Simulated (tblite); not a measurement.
Run report: C₄H₁₁BNSi, geometry relaxation (part 4 of 4)

The same run, continued: C₄H₁₁BNSi, multiplicity 2, SMILES CB1C[SiH]CCN1; GFN2-xTB geometry optimisation, gas phase (tblite 0.8.0). It belongs to a series of runs on one base structure; here: H removed from Si.

Geometry of the input (Å):
```
C  2.3554  0.0385  0.5002
B  0.9615  0.1330  -0.3046
C  0.3042  1.5572  -0.4117
Si -1.4626  1.3670  0.2154
C  -1.9906  -0.3273  -0.4176
C  -0.9996  -1.3025  0.1869
N  0.2517  -1.1721  -0.5148
H  2.0835  -0.3367  1.5211
H  2.9449  -0.7570  0.0296
H  2.8676  1.0061  0.5334
H  0.1885  1.8725  -1.4856
H  0.8433  2.3382  0.1294
H  -1.4475  1.2256  1.7068
H  -3.0186  -0.5779  -0.1630
H  -1.8269  -0.2509  -1.5286
H  -1.4051  -2.3252  0.2175
H  -0.9069  -0.9608  1.2572
H  0.2484  -1.5214  -1.4831
```

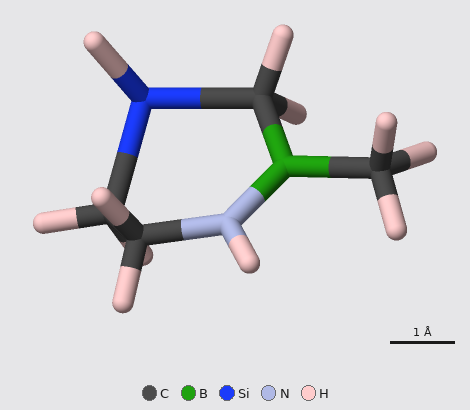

**Figure 1.** The geometry at step 102 of the log (stick view, seen at an oblique angle).

**Trajectory as extended XYZ, continued**
```
18
Properties=species:S:1:pos:R:3:forces:R:3 step=89 energy=-544.64388
C     2.5298    0.0392    0.1028    0.0170   0.0230  -0.0370
B     0.9409    0.1583    0.0124   -0.0050  -0.0310   0.0070
C     0.2351    1.5853   -0.0897   -0.0070  -0.0160  -0.0030
Si   -1.6235    1.4364    0.2498    0.0510  -0.0240   0.0400
C    -2.0496   -0.2305   -0.5717    0.0160   0.0050  -0.0360
C    -1.1908   -1.3231    0.0597   -0.0300   0.0070   0.0040
N     0.2337   -1.0328    0.0311   -0.0200  -0.0180  -0.0280
H     2.8490    0.0274    1.1463   -0.0040   0.0140  -0.0560
H     2.8987   -0.8795   -0.3535   -0.0010   0.0020   0.0480
H     3.0495    0.8647   -0.3778   -0.0140   0.0390   0.0320
H     0.3942    1.9695   -1.1011    0.0210   0.0050   0.0280
H     0.7166    2.3076    0.5712   -0.0250  -0.0150  -0.0120
H    -1.9774    1.3983    1.6814    0.0110   0.0020  -0.0300
H    -3.1019   -0.5032   -0.4768    0.0720  -0.0140   0.0300
H    -1.8260   -0.1800   -1.6388   -0.0090  -0.0290   0.0040
H    -1.3581   -2.2771   -0.4590    0.0010   0.0310  -0.0410
H    -1.5077   -1.4729    1.1021   -0.0170   0.0290   0.0440
H     0.7788   -1.8811    0.0999   -0.0560  -0.0100   0.0070
18
Properties=species:S:1:pos:R:3:forces:R:3 step=92 energy=-544.64560
C     2.5307    0.0418    0.1029    0.0160   0.0130  -0.0030
B     0.9414    0.1551    0.0115    0.0180  -0.0010   0.0040
C     0.2374    1.5828   -0.0908    0.0090   0.0070  -0.0210
Si   -1.6188    1.4361    0.2508    0.0150  -0.0050   0.0190
C    -2.0489   -0.2286   -0.5701   -0.0060  -0.0100  -0.0320
C    -1.1917   -1.3226    0.0584   -0.0240  -0.0080  -0.0010
N     0.2324   -1.0347    0.0280   -0.0060  -0.0040   0.0000
H     2.8469    0.0280    1.1474   -0.0090   0.0140  -0.0440
H     2.9024   -0.8769   -0.3507    0.0120   0.0190   0.0240
H     3.0504    0.8724   -0.3704   -0.0320   0.0000   0.0170
H     0.3943    1.9651   -1.1031    0.0180  -0.0050   0.0150
H     0.7203    2.3094    0.5642   -0.0180  -0.0280   0.0070
H    -1.9784    1.3959    1.6790    0.0110   0.0050   0.0030
H    -3.0992   -0.5022   -0.4647    0.0340  -0.0030   0.0130
H    -1.8339   -0.1817   -1.6391   -0.0040  -0.0220   0.0120
H    -1.3574   -2.2732   -0.4682   -0.0180   0.0280  -0.0010
H    -1.5088   -1.4750    1.1022   -0.0010   0.0200  -0.0130
H     0.7722   -1.8853    0.1009   -0.0140  -0.0210   0.0030
18
Properties=species:S:1:pos:R:3:forces:R:3 step=94 energy=-544.64639
C     2.5315    0.0423    0.0952    0.0000   0.0150   0.0170
B     0.9421    0.1534    0.0126    0.0040   0.0170  -0.0100
C     0.2396    1.5832   -0.0855    0.0110  -0.0080   0.0010
Si   -1.6183    1.4366    0.2459    0.0080  -0.0050  -0.0160
C    -2.0468   -0.2299   -0.5726    0.0050   0.0000   0.0010
C    -1.1923   -1.3223    0.0607   -0.0100   0.0080   0.0020
N     0.2320   -1.0357    0.0320   -0.0010  -0.0010   0.0050
H     2.8535    0.0378    1.1376   -0.0060   0.0100  -0.0260
H     2.8983   -0.8815   -0.3509    0.0350   0.0230   0.0060
H     3.0477    0.8709   -0.3857   -0.0320  -0.0200   0.0030
H     0.4070    1.9775   -1.0915    0.0110  -0.0110   0.0210
H     0.7174    2.3006    0.5833   -0.0130  -0.0220   0.0010
H    -1.9927    1.3997    1.6697    0.0170   0.0050   0.0130
H    -3.0956   -0.5033   -0.4631   -0.0080  -0.0030   0.0000
H    -1.8316   -0.1913   -1.6409   -0.0060   0.0000  -0.0120
H    -1.3563   -2.2711   -0.4683   -0.0270   0.0000   0.0140
H    -1.5120   -1.4720    1.1041    0.0020   0.0070  -0.0220
H     0.7678   -1.8886    0.1059    0.0090  -0.0150   0.0010
18
Properties=species:S:1:pos:R:3:forces:R:3 step=97 energy=-544.64729
C     2.5326    0.0401    0.0760   -0.0110  -0.0090  -0.0060
B     0.9428    0.1528    0.0189   -0.0120  -0.0270  -0.0170
C     0.2401    1.5833   -0.0614   -0.0040  -0.0170   0.0200
Si   -1.6245    1.4366    0.2313    0.0030  -0.0020  -0.0090
C    -2.0392   -0.2342   -0.5854   -0.0080  -0.0020   0.0120
C    -1.1930   -1.3179    0.0716    0.0040  -0.0110  -0.0020
N     0.2324   -1.0365    0.0389   -0.0030  -0.0260  -0.0080
H     2.8743    0.0641    1.1098    0.0060   0.0100   0.0350
H     2.8909   -0.8959   -0.3509    0.0320   0.0200  -0.0010
H     3.0405    0.8536   -0.4356   -0.0150   0.0150  -0.0210
H     0.4344    2.0033   -1.0516    0.0050  -0.0020   0.0180
H     0.6995    2.2814    0.6391    0.0110  -0.0020   0.0020
H    -2.0281    1.4097    1.6500    0.0270   0.0000  -0.0280
H    -3.0882   -0.5084   -0.4830   -0.0220   0.0020  -0.0200
H    -1.8090   -0.2095   -1.6512   -0.0190   0.0180   0.0030
H    -1.3611   -2.2766   -0.4378   -0.0160   0.0050   0.0040
H    -1.5182   -1.4463    1.1153    0.0100   0.0100   0.0070
H     0.7652   -1.8932    0.0943    0.0120   0.0190   0.0120
18
Properties=species:S:1:pos:R:3:forces:R:3 step=99 energy=-544.64812
C     2.5328    0.0385    0.0642    0.0090   0.0000  -0.0150
B     0.9425    0.1501    0.0238   -0.0040  -0.0300   0.0010
C     0.2409    1.5812   -0.0417   -0.0010  -0.0010   0.0020
Si   -1.6278    1.4355    0.2190   -0.0130   0.0110   0.0030
C    -2.0356   -0.2380   -0.5951   -0.0220  -0.0030   0.0110
C    -1.1946   -1.3155    0.0784    0.0100  -0.0230  -0.0050
N     0.2314   -1.0385    0.0428    0.0140  -0.0350  -0.0270
H     2.8914    0.0849    1.0918   -0.0050   0.0070   0.0200
H     2.8890   -0.9034   -0.3514    0.0220   0.0080   0.0090
H     3.0309    0.8422   -0.4724   -0.0140   0.0220  -0.0120
H     0.4562    2.0184   -1.0200   -0.0030   0.0030   0.0150
H     0.6859    2.2678    0.6792    0.0230  -0.0070   0.0060
H    -2.0467    1.4195    1.6344    0.0230  -0.0070  -0.0440
H    -3.0852   -0.5137   -0.4992   -0.0140   0.0140  -0.0240
H    -1.7969   -0.2189   -1.6600   -0.0180   0.0100   0.0320
H    -1.3685   -2.2807   -0.4155    0.0030  -0.0020  -0.0110
H    -1.5203   -1.4282    1.1232   -0.0020   0.0180   0.0240
H     0.7659   -1.8948    0.0870   -0.0070   0.0130   0.0150
18
Properties=species:S:1:pos:R:3:forces:R:3 step=102 energy=-544.64970
C     2.5352    0.0389    0.0473    0.0000  -0.0020  -0.0150
B     0.9443    0.1386    0.0216   -0.0030   0.0230   0.0420
C     0.2467    1.5734   -0.0140    0.0020   0.0140  -0.0290
Si   -1.6283    1.4369    0.1967   -0.0130   0.0150  -0.0110
C    -2.0340   -0.2428   -0.6030   -0.0150   0.0070   0.0000
C    -1.1965   -1.3135    0.0863   -0.0080  -0.0020   0.0040
N     0.2313   -1.0482    0.0381    0.0050   0.0100  -0.0360
H     2.9038    0.1205    1.0697   -0.0010   0.0130  -0.0010
H     2.9032   -0.9070   -0.3468    0.0060  -0.0210   0.0100
H     3.0124    0.8339   -0.5199    0.0100   0.0350   0.0020
H     0.4900    2.0422   -0.9703   -0.0010   0.0040  -0.0180
H     0.6763    2.2384    0.7365    0.0190  -0.0360   0.0210
H    -2.0777    1.4332    1.6000    0.0040   0.0010   0.0050
H    -3.0840   -0.5170   -0.5100   -0.0250   0.0160   0.0010
H    -1.7953   -0.2363   -1.6673    0.0130   0.0070   0.0090
H    -1.3864   -2.2829   -0.3921    0.0340  -0.0280   0.0220
H    -1.5153   -1.3986    1.1363   -0.0140  -0.0160  -0.0040
H     0.7654   -1.9035    0.0792   -0.0120  -0.0420  -0.0010
18
Properties=species:S:1:pos:R:3:forces:R:3 step=104 energy=-544.65050
C     2.5366    0.0389    0.0372   -0.0040   0.0140   0.0140
B     0.9448    0.1369    0.0226   -0.0010  -0.0010  -0.0120
C     0.2485    1.5733   -0.0057   -0.0040  -0.0030   0.0050
Si   -1.6303    1.4393    0.1870    0.0190   0.0000  -0.0120
C    -2.0328   -0.2448   -0.6057    0.0000   0.0030   0.0030
C    -1.1970   -1.3124    0.0914   -0.0160   0.0080  -0.0020
N     0.2316   -1.0501    0.0364   -0.0190   0.0080  -0.0070
H     2.9073    0.1358    1.0580    0.0080   0.0100  -0.0150
H     2.9067   -0.9119   -0.3444   -0.0050   0.0080   0.0070
H     3.0083    0.8306   -0.5407    0.0010   0.0000   0.0090
H     0.5035    2.0577   -0.9514    0.0020  -0.0020   0.0040
H     0.6737    2.2205    0.7636   -0.0010  -0.0210  -0.0070
H    -2.0949    1.4367    1.5857    0.0070   0.0090   0.0050
H    -3.0837   -0.5158   -0.5151   -0.0230   0.0050   0.0000
H    -1.7880   -0.2470   -1.6679    0.0030   0.0210  -0.0180
H    -1.3873   -2.2859   -0.3788    0.0190  -0.0140   0.0280
H    -1.5168   -1.3868    1.1419    0.0050  -0.0250   0.0000
H     0.7611   -1.9087    0.0740    0.0070  -0.0170  -0.0030
18
Properties=species:S:1:pos:R:3:forces:R:3 step=107 energy=-544.65104
C     2.5366    0.0398    0.0292    0.0020   0.0080   0.0060
B     0.9447    0.1327    0.0241    0.0010  -0.0070  -0.0250
C     0.2512    1.5701    0.0073    0.0010  -0.0040  -0.0040
Si   -1.6299    1.4403    0.1713    0.0040  -0.0030   0.0140
C    -2.0337   -0.2487   -0.6110   -0.0010   0.0030  -0.0020
C    -1.1994   -1.3112    0.0961    0.0000  -0.0050  -0.0030
N     0.2299   -1.0533    0.0326   -0.0040   0.0020   0.0070
H     2.9149    0.1569    1.0445    0.0080   0.0070   0.0050
H     2.9122   -0.9142   -0.3394   -0.0170   0.0140   0.0050
H     2.9977    0.8266   -0.5637    0.0080  -0.0050  -0.0010
H     0.5243    2.0711   -0.9246    0.0050   0.0000   0.0120
H     0.6656    2.1994    0.7970   -0.0030  -0.0060  -0.0130
H    -2.1026    1.4492    1.5676   -0.0050   0.0090   0.0010
H    -3.0859   -0.5175   -0.5210    0.0030   0.0110  -0.0040
H    -1.7855   -0.2553   -1.6729   -0.0040   0.0010   0.0000
H    -1.3914   -2.2910   -0.3590    0.0040  -0.0150  -0.0030
H    -1.5155   -1.3754    1.1481    0.0000  -0.0010   0.0090
H     0.7580   -1.9133    0.0624    0.0000  -0.0080  -0.0040
18
Properties=species:S:1:pos:R:3:forces:R:3 step=109 energy=-544.65118
C     2.5370    0.0408    0.0274   -0.0010   0.0010  -0.0020
B     0.9451    0.1309    0.0223   -0.0020   0.0070   0.0000
C     0.2522    1.5685    0.0119    0.0060   0.0060  -0.0140
Si   -1.6296    1.4409    0.1666    0.0000  -0.0050   0.0160
C    -2.0342   -0.2497   -0.6122    0.0050  -0.0020   0.0040
C    -1.1999   -1.3111    0.0970    0.0060  -0.0130   0.0030
N     0.2296   -1.0546    0.0306    0.0100  -0.0110   0.0010
H     2.9181    0.1642    1.0408    0.0010   0.0050   0.0090
H     2.9121   -0.9144   -0.3371   -0.0050  -0.0020   0.0020
H     2.9967    0.8241   -0.5708    0.0080   0.0030  -0.0060
H     0.5317    2.0753   -0.9151   -0.0010   0.0000   0.0120
H     0.6634    2.1928    0.8073   -0.0060  -0.0110  -0.0120
H    -2.1091    1.4555    1.5607   -0.0040   0.0070  -0.0020
H    -3.0865   -0.5173   -0.5207   -0.0010   0.0090  -0.0030
H    -1.7874   -0.2588   -1.6745   -0.0010  -0.0010   0.0030
H    -1.3922   -2.2932   -0.3538   -0.0010  -0.0020  -0.0040
H    -1.5131   -1.3723    1.1504   -0.0050   0.0050  -0.0040
H     0.7574   -1.9152    0.0574   -0.0080   0.0040  -0.0030
18
Properties=species:S:1:pos:R:3:forces:R:3 step=112 energy=-544.65128
C     2.5372    0.0414    0.0267    0.0020  -0.0010   0.0010
B     0.9452    0.1312    0.0192   -0.0010  -0.0020   0.0070
C     0.2524    1.5686    0.0110   -0.0010   0.0040   0.0000
Si   -1.6296    1.4410    0.1661    0.0050  -0.0030   0.0000
C    -2.0343   -0.2505   -0.6109    0.0050  -0.0030   0.0030
C    -1.1994   -1.3124    0.0972    0.0060  -0.0010   0.0020
N     0.2302   -1.0549    0.0294    0.0030  -0.0070  -0.0020
H     2.9163    0.1660    1.0410   -0.0020   0.0030   0.0010
H     2.9113   -0.9152   -0.3352    0.0010  -0.0030   0.0010
H     3.0000    0.8229   -0.5719   -0.0010   0.0000  -0.0040
H     0.5337    2.0797   -0.9126   -0.0040   0.0000   0.0040
H     0.6631    2.1887    0.8098   -0.0040  -0.0050  -0.0070
H    -2.1133    1.4604    1.5584   -0.0010   0.0050   0.0030
H    -3.0869   -0.5158   -0.5186   -0.0040  -0.0010   0.0020
H    -1.7890   -0.2613   -1.6733    0.0020   0.0060  -0.0050
H    -1.3913   -2.2947   -0.3537   -0.0030   0.0050   0.0010
H    -1.5120   -1.3729    1.1509   -0.0010  -0.0010  -0.0040
H     0.7576   -1.9157    0.0550   -0.0010   0.0050  -0.0010
```

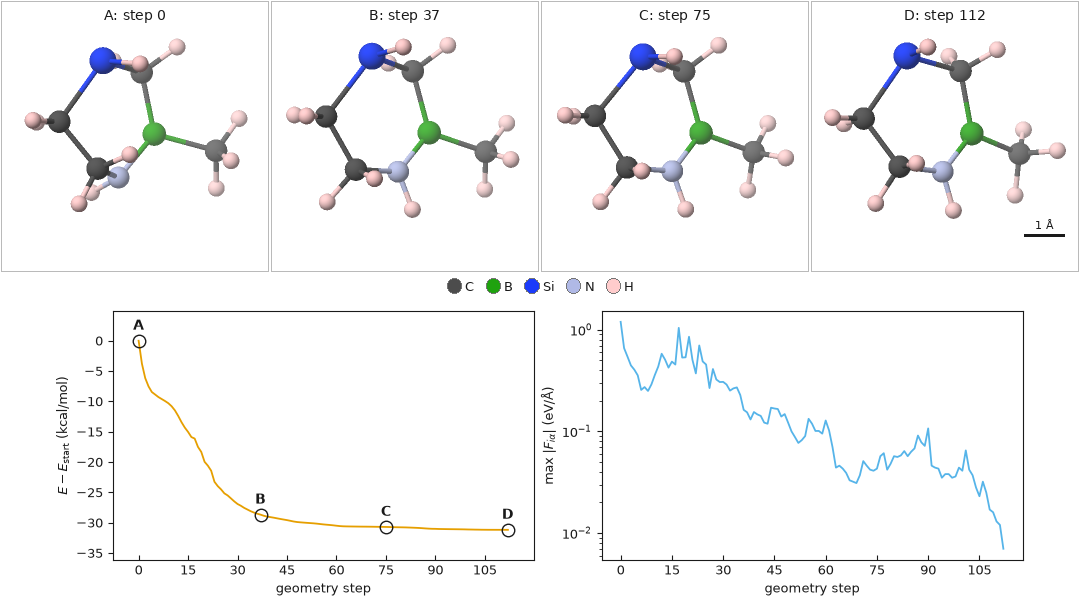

**Figure 2.** Frames of the relaxation (ball-and-stick view, seen at a tilt) above the curves, on which the letters mark them (steps are counted from 0).

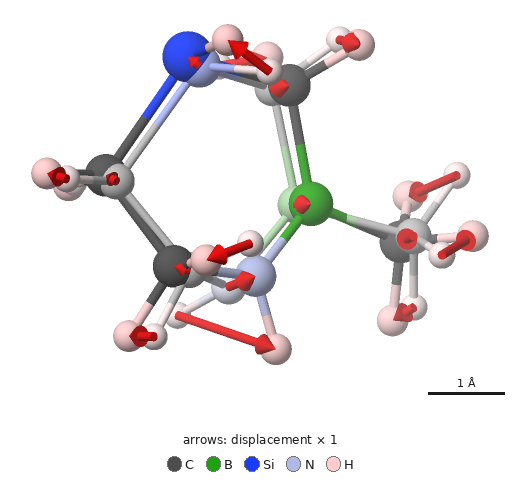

**Figure 3.** Start (faint) and end (solid) with the displacements as red arrows, at true length (ball-and-stick view, seen at a tilt). The two geometries are laid on each other by the best rigid fit. The atom that moves furthest after the best rigid fit is H18 (1.69 Å). Largest moves by element: H 1.69 Å, N 0.57 Å, C 0.51 Å, B 0.32 Å, Si 0.19 Å. Among the contacts that change: B2–N7 1.500 → 1.385 Å, C3–H11 1.125 → 1.092 Å, C1–H8 1.121 → 1.090 Å, C6–H17 1.127 → 1.101 Å. Among the angles that change: B2–N7–C6 114.9° → 131.3°, Si4–C5–H15 103.3° → 111.0°, N7–C6–H16 114.7° → 108.1°. The energy falls by 31.2 kcal/mol in 112 geometry steps. Largest force component: 1.2 eV/Å at the start, 0.007 eV/Å at the end. (Atoms are counted from 1 in the order of the input.)
